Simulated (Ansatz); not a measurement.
System: chalcopyrite CdSnAs2. Method: r²SCAN+rVV10 in Ansatz (PAW).

Settings: plane-wave cutoff 560 eV, 8×8×8 k mesh, Fermi–Dirac smearing 0.01 eV, scalar-relativistic PAW data made under PBE.

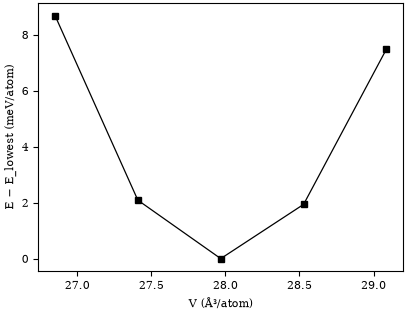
*Total energy against volume*

From the curve, estimate the equilibrium volume and the bulk modulus.

V0 ≈ 28.0 Å³/atom and B0 ≈ 58 GPa; the fit gives V0 = 27.968 Å³/atom, B0 = 57.7 GPa, B′ = 4.6.

Shape and atoms are relaxed at each volume.

Note: the gap of the solid is closed in this run; the relaxation could not lower the start's symmetry, so the cell can be a saddle point above a distorted one; this level leaves the solid without a gap, although one is measured; the bulk modulus comes from volumes at which shape and atoms were relaxed.

Spin–orbit coupling is not included; it can open a gap where bands touch, and shift volumes and moduli.

Ansatz is a program for electronic structure.
